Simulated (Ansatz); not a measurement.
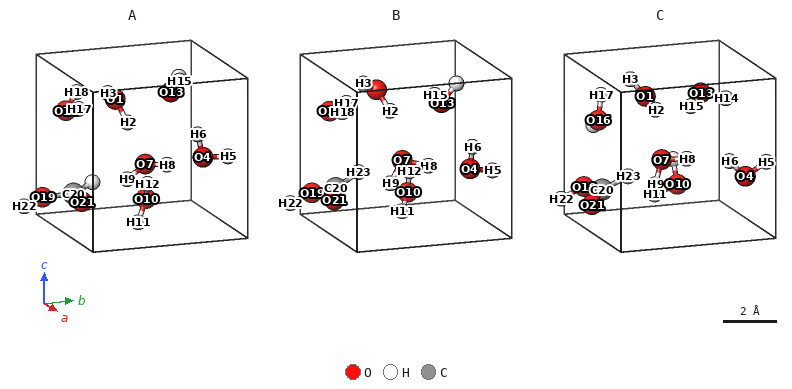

3 geometries from one relaxation of an amorphous cell of composition H14CO8, in shuffled order. The picture is a ball-and-stick view of the cell of the calculation, seen slightly off an axis.

The cell holds 6 H2O + 1 HCOOH. The run prepares the start of a later molecular dynamics calculation, from a guessed geometry.

Theory: Ansatz 0.2.0, DFT r2SCAN-D3(BJ), scalar-relativistic, plane waves, PAW. Settings: plane-wave cutoff 500 eV; k-point mesh 1 × 1 × 1; occupations fermi dirac; smearing width 0.05 eV; no spin polarisation; atoms relaxed in a fixed cell; force threshold 0.3 eV/Å; at most 15 steps.

Put them in the order of the run, from the start to the converged end.

C, B, A. They are steps 0, 6, 14, at +182 meV per atom, +34.0 meV per atom relative to the last. Over 13 accepted moves (14 points after the start) the energy falls by 182 meV per atom. The largest force component goes from 1.5 to 0.19 eV/Å. 1 step only repeated the SCF at the same geometry. The forces were under the threshold at step 11, but the run went on from there. The atom that moves furthest is H18 (1.40 Å along [−1 1 2]). Largest moves by element: H 1.40 Å, O 1.17 Å, C 0.33 Å. The cell stays as it was. Some distances before and after: O19–C20 1.350 → 1.294 Å, O19–H22 0.980 → 1.029 Å, O10–H11 0.969 → 0.989 Å, C20–O21 1.212 → 1.224 Å. Among the angles between lasting bonds that change: H8–O7–H9 104.0° → 110.5°, C20–O19–H22 106.0° → 112.5°, H2–O1–H3 104.0° → 107.3°.

Limits of the set-up: the program's low-accuracy preset was used; the periodic images lie only 6.2 Å apart, so the values are limited by the cell's size.
